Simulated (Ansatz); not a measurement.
Partial pair distribution functions of a relaxed model of amorphous Zr6Si16O44, broadened by 0.06 Å; density 2.84 g/cm³. Method: PBE, scalar-relativistic without spin-orbit coupling (plane waves to 420 eV, PAW; Ansatz, an electronic-structure program).

A CHGNet melt-quench gave the starting glass, which DFT then relaxed. O atoms were pushed apart under 1.9 Å during the dynamics, to hinder bonds among them. The hot cell started wider than the set density and was brought back towards it in steps. It is the lowest in DFT energy of 8 quenches. It is a model cell: composition and starting density were chosen by hand, and all elements were melted together. No dispersion term was used. Its density started from a set value of 3.13 and ended at 2.84 g/cm³. Cooling (nominally 91 K/ps over its main leg) ran many orders faster than in experiment, which tends to leave more defects and strain. A cell of this size samples the disorder only roughly. Volume and shape were free in the relaxation.

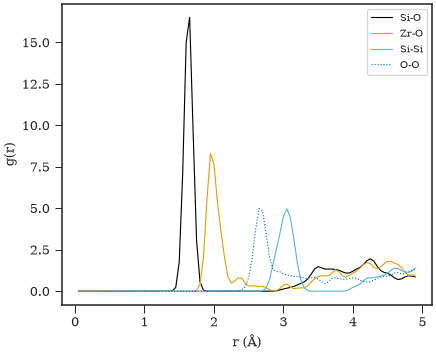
*Partial pair distribution functions*

Highest peaks under 4.5 Å: Si-O near 1.65 Å, Zr-O near 1.95 Å, Si-Si near 3.05 Å, O-O near 2.65 Å; pairs of few atoms are noisy.

Within 1.90 Å each Si has 4.00 O neighbours on average.
